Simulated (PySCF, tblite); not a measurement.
**CH12O4Si4, a small molecule taken as a stand-in for a surface group (silica-backed Si): NMR shifts, core binding energies and electronic excitations**

Aim: the NMR shifts, core binding energies and electronic excitations of `CO[Si](O[SiH3])(O[SiH3])O[SiH3]`.

Programs: tblite 0.8.0 and PySCF 2.14.0. All values are calculated, for the isolated system unless a continuum is named. Atoms count from 0, parts from 1.

## 1. The system as given

21 atoms, charge 0, multiplicity 1; geometry: distance geometry start.

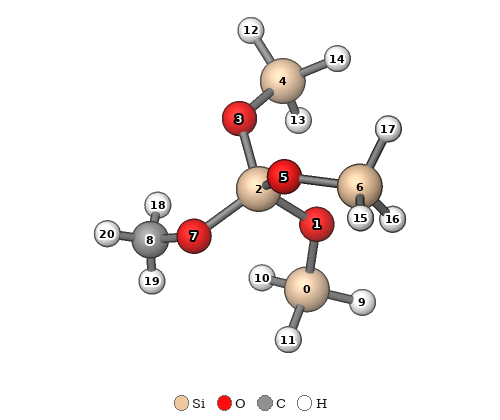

The starting geometry (silicon light orange, oxygen red, carbon grey, hydrogen white), atoms numbered.

## 2. Relaxing the cluster with GFN2-xTB

The job: settings as JSON, then the geometry in Å.

```
{"job": {"kind": "relax", "xc": "GFN2-xTB", "basis": "xTB"}, "charge": 0, "multiplicity": 1}
Si    -2.628868     0.546310     1.212459
O     -1.798480    -0.699087     0.261152
Si    -0.109721    -0.608069    -0.290687
O     -0.088918    -0.339902    -2.055620
Si    -1.449134    -0.570777    -3.128210
O      0.713790    -2.097939     0.099051
Si    -0.055044    -3.574401     0.703204
O      0.703306     0.745581     0.515193
C      0.631674     2.082941     0.114176
H     -3.963684     0.136715     1.413655
H     -2.602189     1.773663     0.512883
H     -1.973726     0.716081     2.474480
H     -1.148977    -0.102191    -4.439700
H     -2.595383     0.112136    -2.649471
H     -1.737919    -1.982481    -3.220293
H      0.688142    -4.111644     1.779319
H     -1.366757    -3.273435     1.127490
H     -0.123048    -4.562898    -0.335670
H      0.168794     2.126282    -0.811841
H      0.111813     2.638020     0.806315
H      1.593945     2.473238     0.018145
```

Method: GFN2-xTB geometry optimisation, gas phase.

The run is started by

```bash
$ OMP_NUM_THREADS=1 python cluster_run.py task.json out
```

This one command runs all jobs of the session in turn.

Standard output:

```text
step      E/eV     max force
  0    -863.49935    3.476
  1    -864.44501    2.353
  2    -865.16033    1.261
  3    -865.31077    0.996
  4    -865.50097    1.685
  5    -865.61668    1.389
  6    -865.75737    0.680
  7    -865.81888    0.623
  8    -865.94202    0.438
  9    -865.97432    0.468
 10    -866.00593    0.455
 11    -866.02323    0.268
 12    -866.03730    0.270
 13    -866.04910    0.288
 14    -866.06168    0.359
 15    -866.07235    0.302
 16    -866.08021    0.184
 17    -866.08615    0.149
 18    -866.09064    0.172
 19    -866.09370    0.154
 20    -866.09580    0.155
 21    -866.09779    0.133
 22    -866.10055    0.134
 23    -866.10390    0.175
 24    -866.10675    0.147
 25    -866.10882    0.113
 26    -866.11118    0.147
 27    -866.11479    0.195
 28    -866.11930    0.208
 29    -866.12336    0.164
 30    -866.12612    0.122
 31    -866.12818    0.136
 32    -866.13073    0.145
 33    -866.13373    0.163
 34    -866.13584    0.127
 35    -866.13705    0.086
 36    -866.13807    0.091
 37    -866.13896    0.086
 38    -866.13978    0.081
 39    -866.14049    0.054
 40    -866.14104    0.063
 41    -866.14152    0.066
 42    -866.14196    0.048
 43    -866.14238    0.042
 44    -866.14286    0.045
 45    -866.14348    0.055
 46    -866.14414    0.063
 47    -866.14467    0.040
 48    -866.14513    0.039
 49    -866.14565    0.048
 50    -866.14621    0.052
 51    -866.14684    0.056
 52    -866.14755    0.056
 53    -866.14827    0.048
 54    -866.14887    0.042
 55    -866.14935    0.045
 56    -866.14978    0.044
 57    -866.15028    0.053
 58    -866.15095    0.064
 59    -866.15190    0.059
 60    -866.15277    0.053
 61    -866.15342    0.058
 62    -866.15409    0.056
 63    -866.15494    0.056
 64    -866.15587    0.059
 65    -866.15672    0.055
 66    -866.15728    0.060
 67    -866.15788    0.058
 68    -866.15850    0.053
 69    -866.15929    0.054
 70    -866.15984    0.058
 71    -866.16053    0.063
 72    -866.16145    0.067
 73    -866.16277    0.080
 74    -866.16418    0.082
 75    -866.16531    0.071
 76    -866.16611    0.075
 77    -866.16687    0.079
 78    -866.16792    0.075
 79    -866.16950    0.070
 80    -866.17123    0.060
 81    -866.17197    0.060
 82    -866.17265    0.045
 83    -866.17320    0.058
 84    -866.17381    0.040
 85    -866.17434    0.036
 86    -866.17459    0.033
 87    -866.17484    0.029
 88    -866.17507    0.033
 89    -866.17533    0.038
 90    -866.17557    0.028
 91    -866.17577    0.030
 92    -866.17593    0.026
 93    -866.17609    0.028
 94    -866.17628    0.032
 95    -866.17651    0.044
 96    -866.17682    0.039
 97    -866.17724    0.045
 98    -866.17770    0.055
 99    -866.17832    0.057
100    -866.17907    0.062
101    -866.17983    0.065
102    -866.18061    0.065
103    -866.18156    0.060
104    -866.18264    0.058
105    -866.18357    0.066
106    -866.18414    0.054
107    -866.18461    0.049
108    -866.18510    0.041
109    -866.18599    0.052
110    -866.18649    0.048
111    -866.18685    0.037
112    -866.18706    0.029
113    -866.18732    0.029
114    -866.18758    0.034
115    -866.18777    0.027
116    -866.18788    0.025
117    -866.18798    0.024
118    -866.18811    0.034
119    -866.18827    0.036
120    -866.18843    0.028
121    -866.18857    0.021
122    -866.18870    0.023
123    -866.18885    0.025
124    -866.18902    0.024
125    -866.18921    0.027
126    -866.18942    0.035
127    -866.18968    0.045
128    -866.18999    0.042
129    -866.19034    0.042
130    -866.19074    0.051
131    -866.19125    0.066
132    -866.19197    0.075
133    -866.19283    0.076
134    -866.19352    0.057
135    -866.19408    0.057
136    -866.19458    0.062
137    -866.19500    0.060
138    -866.19547    0.051
139    -866.19590    0.043
140    -866.19623    0.037
141    -866.19641    0.025
142    -866.19654    0.023
143    -866.19666    0.029
144    -866.19678    0.027
145    -866.19691    0.023
146    -866.19703    0.022
147    -866.19717    0.025
148    -866.19734    0.041
149    -866.19753    0.049
150    -866.19773    0.045
151    -866.19796    0.042
152    -866.19822    0.038
153    -866.19853    0.049
154    -866.19883    0.038
155    -866.19909    0.031
156    -866.19931    0.041
157    -866.19961    0.050
158    -866.20002    0.064
159    -866.20049    0.057
160    -866.20097    0.059
161    -866.20142    0.054
162    -866.20186    0.041
163    -866.20228    0.051
164    -866.20261    0.044
165    -866.20288    0.040
166    -866.20312    0.037
167    -866.20331    0.032
168    -866.20343    0.024
169    -866.20350    0.014
170    -866.20352    0.014
171    -866.20354    0.019
172    -866.20358    0.018
173    -866.20361    0.014
174    -866.20363    0.014
175    -866.20365    0.015
176    -866.20368    0.023
177    -866.20372    0.027
178    -866.20379    0.024
179    -866.20388    0.024
180    -866.20399    0.022
181    -866.20411    0.026
182    -866.20426    0.031
183    -866.20448    0.044
184    -866.20477    0.054
185    -866.20508    0.053
186    -866.20536    0.048
187    -866.20563    0.038
188    -866.20593    0.034
189    -866.20626    0.040
190    -866.20659    0.042
191    -866.20688    0.050
192    -866.20712    0.043
193    -866.20725    0.041
194    -866.20754    0.037
195    -866.20780    0.034
196    -866.20824    0.046
197    -866.20851    0.060
198    -866.20882    0.041
199    -866.20908    0.033
200    -866.20929    0.028
201    -866.20929    0.028
202    -866.21242    0.054
203    -866.21321    0.213
204    -866.21572    0.160
205    -866.21809    0.168
206    -866.22181    0.095
207    -866.22374    0.277
208    -866.22763    0.177
209    -866.22880    0.419
210    -866.23275    0.251
211    -866.23179    0.307
212    -866.23581    0.205
213    -866.23039    0.464
214    -866.23823    0.167
215    -866.23663    0.300
216    -866.24155    0.087
217    -866.24068    0.187
218    -866.24295    0.054
219    -866.24276    0.109
220    -866.24332    0.044
221    -866.24312    0.108
222    -866.24378    0.016
223    -866.24378    0.050
224    -866.24396    0.028
225    -866.24381    0.060
226    -866.24409    0.020
227    -866.24412    0.039
228    -866.24425    0.027
229    -866.24444    0.031
230    -866.24462    0.041
231    -866.24487    0.030
232    -866.24446    0.099
233    -866.24480    0.075
234    -866.24426    0.116
235    -866.24526    0.030
236    -866.24539    0.051
237    -866.24563    0.032
238    -866.24593    0.049
239    -866.24635    0.071
240    -866.24750    0.098
241    -866.24809    0.113
242    -866.24934    0.112
243    -866.25010    0.107
244    -866.25085    0.114
245    -866.24978    0.163
246    -866.25102    0.150
247    -866.24927    0.292
248    -866.25139    0.123
249    -866.24914    0.205
250    -866.24922    0.178
251    -866.24765    0.301
252    -866.25205    0.143
253    -866.25091    0.195
254    -866.25307    0.033
255    -866.25278    0.084
256    -866.25336    0.032
257    -866.25349    0.021
258    -866.25389    0.036
259    -866.25457    0.057
260    -866.25485    0.082
261    -866.25534    0.044
262    -866.25558    0.071
263    -866.25575    0.069
264    -866.25589    0.054
265    -866.25570    0.063
266    -866.25591    0.097
267    -866.25601    0.031
268    -866.25617    0.019
269    -866.25619    0.024
270    -866.25624    0.017
271    -866.25627    0.017
272    -866.25631    0.010
273    -866.25637    0.013
274    -866.25639    0.013
275    -866.25641    0.010
276    -866.25643    0.009
277    -866.25645    0.007
```

Run time: 7.5 s. Hardware: 1 thread of AMD EPYC 9R45, shared host.

The steps of the relaxation:

| step | energy from step 0 (eV) | largest force (eV/Å) |
| --- | --- | --- |
| 0 | 0.0000 | 3.4764 |
| 11 | -2.5239 | 0.2679 |
| 22 | -2.6012 | 0.1345 |
| 33 | -2.6344 | 0.1630 |
| 44 | -2.6435 | 0.0454 |
| 55 | -2.6500 | 0.0444 |
| 66 | -2.6579 | 0.0593 |
| 77 | -2.6675 | 0.0789 |
| 88 | -2.6757 | 0.0326 |
| 99 | -2.6790 | 0.0565 |
| 110 | -2.6871 | 0.0481 |
| 121 | -2.6892 | 0.0211 |
| 132 | -2.6926 | 0.0752 |
| 143 | -2.6973 | 0.0289 |
| 154 | -2.6995 | 0.0380 |
| 165 | -2.7035 | 0.0394 |
| 176 | -2.7043 | 0.0230 |
| 187 | -2.7063 | 0.0387 |
| 198 | -2.7095 | 0.0413 |
| 209 | -2.7294 | 0.4191 |
| 220 | -2.7440 | 0.0443 |
| 231 | -2.7455 | 0.0298 |
| 242 | -2.7500 | 0.1114 |
| 253 | -2.7516 | 0.1957 |
| 264 | -2.7565 | 0.0546 |
| 275 | -2.7571 | 0.0103 |
| 277 | -2.7571 | 0.0071 |

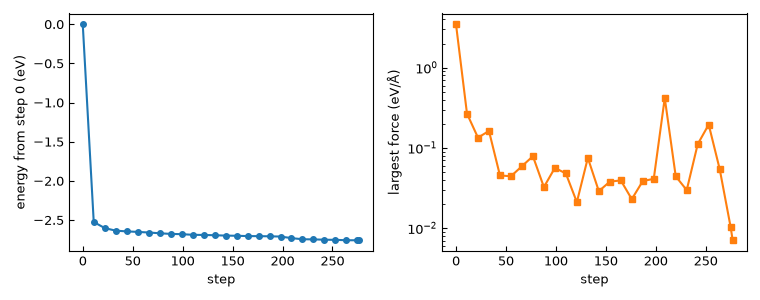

Energy and force, step by step.

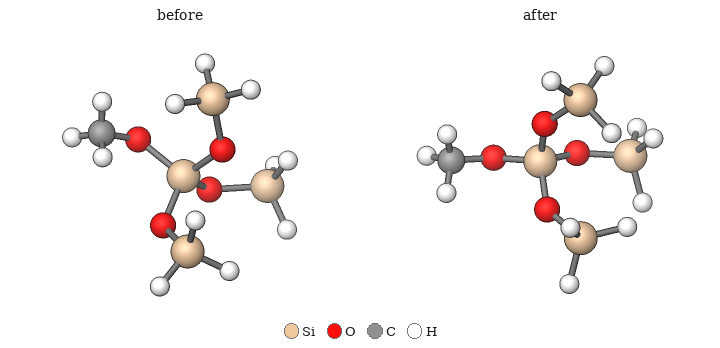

The geometry before (left) and after (right).

Distances of close pairs at the start and the end, largest changes first:

| bond | before (Å) | after (Å) | change (Å) |
| --- | --- | --- | --- |
| Si2–O3 | 1.785 | 1.616 | -0.170 |
| Si2–O7 | 1.773 | 1.603 | -0.170 |
| O1–Si2 | 1.779 | 1.616 | -0.163 |
| O5–Si6 | 1.771 | 1.617 | -0.154 |
| Si0–O1 | 1.774 | 1.621 | -0.153 |
| Si2–O5 | 1.746 | 1.605 | -0.141 |
| O3–Si4 | 1.748 | 1.621 | -0.127 |
| C8–H19 | 1.028 | 1.092 | +0.063 |

## 3. Relaxing the molecule at PBE0-D3(BJ)/def2-SVP

The job: settings as JSON, then the geometry in Å.

```
{"job": {"xc": "PBE0", "basis": "def2-SVP", "d3": "d3bj", "grid": 2, "kind": "geom", "shake": 0.01}, "charge": 0, "multiplicity": 1}
Si    -2.030133     0.993533     1.217312
O     -0.516890     1.106247     0.711858
Si     0.684791     0.217372     0.123447
O      0.365149    -0.188615    -1.388878
Si    -0.822913    -0.885831    -2.304880
O      0.921118    -1.085185     1.031086
Si     0.189798    -2.482306     1.390837
O      2.121139     1.000764     0.209990
C      2.389351     2.244796    -0.342433
H     -2.824385     0.146973     0.329560
H     -2.480229     2.413774     1.139205
H     -2.053718     0.497692     2.586735
H     -0.091164    -1.314706    -3.471361
H     -1.822088     0.156630    -2.615655
H     -1.453371    -1.996387    -1.567305
H      0.829596    -2.847617     2.647353
H     -1.257539    -2.238645     1.548104
H      0.410614    -3.421939     0.306911
H      2.295349     2.181365    -1.446130
H      1.683925     3.010153     0.020608
H      3.399350     2.497259    -0.102885
```

Standard output:

```text
step   0  E = -1502.97426569  max force = 0.039991
step   1  E = -1502.99152337  max force = 0.007433
step   2  E = -1502.99214373  max force = 0.003211
step   3  E = -1502.99219932  max force = 0.001150
step   4  E = -1502.99222622  max force = 0.000731
step   5  E = -1502.99224456  max force = 0.001255
step   6  E = -1502.99226038  max force = 0.001289
step   7  E = -1502.99226799  max force = 0.000858
step   8  E = -1502.99227162  max force = 0.000453
step   9  E = -1502.99227527  max force = 0.000647
step  10  E = -1502.99228107  max force = 0.001138
step  11  E = -1502.99228796  max force = 0.001560
step  12  E = -1502.99228379  max force = 0.001485
step  13  E = -1502.99230271  max force = 0.001405
step  14  E = -1502.99237547  max force = 0.001449
step  15  E = -1502.99242832  max force = 0.002547
step  16  E = -1502.99252658  max force = 0.002816
step  17  E = -1502.99267837  max force = 0.001762
step  18  E = -1502.99288631  max force = 0.002914
step  19  E = -1502.99303436  max force = 0.003532
step  20  E = -1502.99321283  max force = 0.003339
step  21  E = -1502.99336505  max force = 0.001221
step  22  E = -1502.99338177  max force = 0.002827
step  23  E = -1502.99347423  max force = 0.001396
step  24  E = -1502.99347819  max force = 0.000998
step  25  E = -1502.99353548  max force = 0.000889
step  26  E = -1502.99362078  max force = 0.001334
step  27  E = -1502.99372279  max force = 0.001156
step  28  E = -1502.99379517  max force = 0.000663
step  29  E = -1502.99381676  max force = 0.000799
step  30  E = -1502.99382906  max force = 0.000537
step  31  E = -1502.99386951  max force = 0.000542
step  32  E = -1502.99389481  max force = 0.000670
step  33  E = -1502.99394315  max force = 0.000559
step  34  E = -1502.99404543  max force = 0.001001
step  35  E = -1502.99408262  max force = 0.000771
step  36  E = -1502.99414114  max force = 0.000806
step  37  E = -1502.99423712  max force = 0.001014
step  38  E = -1502.99426846  max force = 0.001109
step  39  E = -1502.99430825  max force = 0.000580
step  40  E = -1502.99432442  max force = 0.000383
step  41  E = -1502.99433570  max force = 0.000349
optimisation converged
```

Run time: 12 min. Hardware: 1 thread of AMD EPYC 9R45, shared host; peak memory 1.3 GiB.

The steps of the relaxation: (not every step is listed)

| step | energy from step 0 (eV) | largest force component (eV/Å) |
| --- | --- | --- |
| 0 | 0.0000 | 2.0564 |
| 1 | -0.4696 | 0.3822 |
| 2 | -0.4865 | 0.1651 |
| 3 | -0.4880 | 0.0591 |
| 4 | -0.4887 | 0.0376 |
| 5 | -0.4892 | 0.0645 |
| 6 | -0.4897 | 0.0663 |
| 7 | -0.4899 | 0.0441 |
| 8 | -0.4900 | 0.0233 |
| 10 | -0.4902 | 0.0585 |
| 12 | -0.4903 | 0.0764 |
| 14 | -0.4928 | 0.0745 |
| 16 | -0.4969 | 0.1448 |
| 18 | -0.5067 | 0.1498 |
| 20 | -0.5156 | 0.1717 |
| 22 | -0.5202 | 0.1454 |
| 24 | -0.5228 | 0.0513 |
| 26 | -0.5267 | 0.0686 |
| 28 | -0.5314 | 0.0341 |
| 30 | -0.5323 | 0.0276 |
| 32 | -0.5341 | 0.0345 |
| 34 | -0.5382 | 0.0515 |
| 36 | -0.5408 | 0.0414 |
| 37 | -0.5435 | 0.0521 |
| 38 | -0.5443 | 0.0570 |
| 39 | -0.5454 | 0.0298 |
| 40 | -0.5458 | 0.0197 |
| 41 | -0.5461 | 0.0179 |

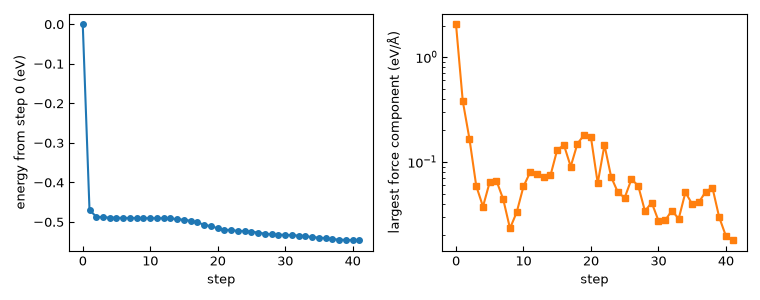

Energy and force, step by step.

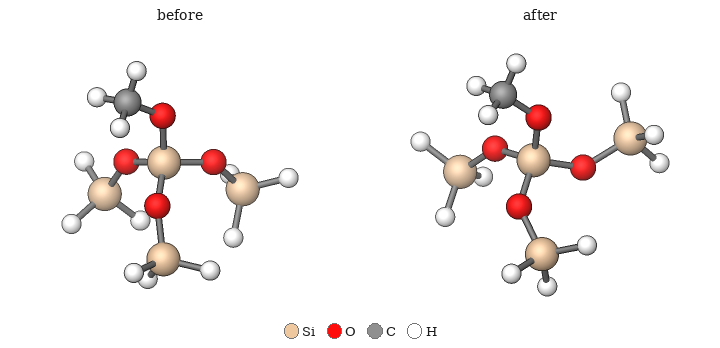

Before and after, at one scale.

Close pairs (by a distance rule), those that changed most:

| bond | before (Å) | after (Å) | change (Å) |
| --- | --- | --- | --- |
| Si0–O1 | 1.599 | 1.664 | +0.064 |
| O5–Si6 | 1.617 | 1.667 | +0.050 |
| Si4–H12 | 1.442 | 1.490 | +0.048 |
| Si6–H17 | 1.451 | 1.492 | +0.041 |
| Si2–O3 | 1.598 | 1.636 | +0.038 |
| Si0–H11 | 1.457 | 1.493 | +0.036 |
| Si6–H15 | 1.457 | 1.492 | +0.035 |
| O1–Si2 | 1.606 | 1.639 | +0.032 |

The next job starts from the end point, and lists it.

| at the end point | value |
| --- | --- |
| point group (found at 0.08 Å tolerance) | C1 |
| rotational constants (GHz, main isotopes) | 0.731, 0.642, 0.531 |
| dipole moment (D) | 0.77 |

[end of part 1 of 2]
